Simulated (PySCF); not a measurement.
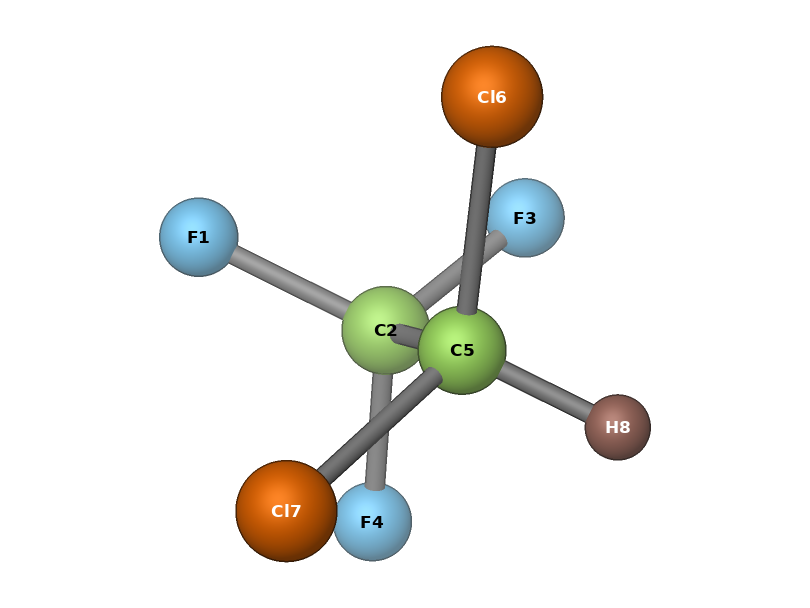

C2 lies behind C5. The molecule seen a little off the C5–C2 bond, C5 in front. Depth is shown by fading: the farther an atom, the more it takes the colour of the background. The computed structure is the end point of a PBE0-D3(BJ)/def2-SVP optimisation. No frequency run is at hand to confirm it as a minimum.

**What is the torsion angle Cl6–C5–C2–F1? The sign is positive where the front bond must turn clockwise to cover the back bond.**

−62°, synclinal (gauche). The bonds about C5–C2 are staggered.
